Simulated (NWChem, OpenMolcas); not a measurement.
**How basis sets differ on GeH3Br (SMILES [GeH3][Br])**

GeH3Br: 5 atoms, total charge 0, spin state singlet. SMILES: `[GeH3][Br]`. Geometry: relaxed at PBE0-D4/def2-TZVP.

Each level gives the dipole moment (D). The values are calculated.

```
         level          kind     program  value (D)
     HF/STO-3G  Hartree–Fock      NWChem       2.37
      HF/3-21G  Hartree–Fock      NWChem       2.75
   HF/def2-SVP  Hartree–Fock      NWChem       2.17
HF/aug-cc-pVDZ  Hartree–Fock  OpenMolcas       2.19
```

All-electron rows without a relativistic Hamiltonian named are non-relativistic. The values span 2.17 to 2.75 D. Magnitudes only. Sets without polarisation functions give poor dipoles.

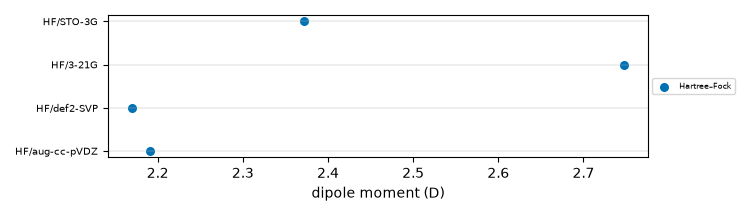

The values of the table, level by level.
